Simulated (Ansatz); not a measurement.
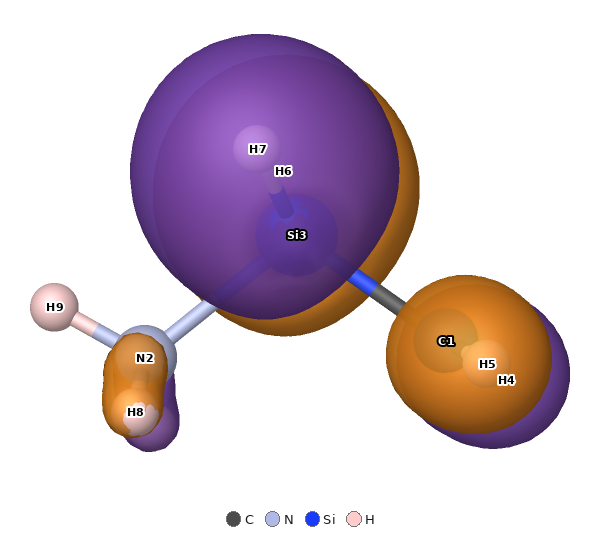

Figure 1: CH7NSi (SMILES [CH2][SiH2][NH3+]) (charge +1, doublet). The HOMO−1 (α) at ±0.08 Å⁻³ᐟ² (orange and purple are the two phases), seen across its widest extent.

Geometry: PBE0-D3(BJ)/def2-SVP.

Level of theory: isolated molecule in a Gaussian basis; Kohn-Sham density functional theory, functional PBE0 in Ansatz 0.2.0.

```xyz
10

C    -0.7083   -0.1619    0.4323
N    -0.9200    1.7646   -1.8601
Si    0.2178    1.1597   -0.4216
H    -0.5963   -1.2190    0.1662
H    -1.3566    0.0409    1.2921
H     1.4023    0.7261   -1.1959
H     0.3805    2.4262    0.3270
H    -1.8172    2.1313   -1.5183
H    -0.4820    2.5177   -2.4067
H    -1.1437    1.0110   -2.5222
```

### What is the character of this orbital?

Its weight (Hirshfeld) is mainly on Si3 (about 35 %), H6 (about 25 %), H7 (about 25 %) and C1 (about 5 %). Its energy is −14.91 eV.
